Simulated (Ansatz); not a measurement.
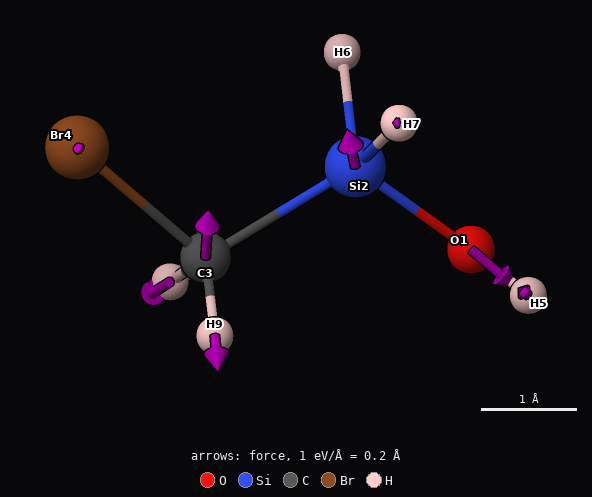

Starting geometry of CH5BrOSi (coarse preliminary run) with the computed forces as purple arrows. A ball-and-stick model, seen face on.

The start comes from a force field.

All numbers below come from RKS PBE-D4/def2-SVP in Ansatz. (force threshold 0.03 eV/Å; at most 200 steps)

> What follows when this structure is relaxed?

It isn't relaxed: the largest force vector, on an H atom, is 3.49 eV/Å. The final displacements follow the starting forces only in part (cosine between the two patterns 0.39). The largest move after the best rigid fit is that of an H atom, 0.18 Å. Largest moves by element: H 0.18 Å, Br 0.13 Å, O 0.12 Å, Si 0.10 Å, C 0.06 Å. Near-neighbour distances that change, for instance: C–H 1.022 → 1.107 Å, O–Si 1.603 → 1.685 Å, C–H 1.046 → 1.107 Å, C–Si 1.846 → 1.901 Å. Bond angles that change, for instance: O–Si–H 104.8° → 111.8°, Si–O–H 120.7° → 115.8°, H–Si–H 107.6° → 111.6°. After 6 accepted moves (7 points after the start) the energy has fallen by 9.82 kcal/mol. The largest force component goes from 3.3 to 0.011 eV/Å. The line search rejected the trial step at point 6 of the run.
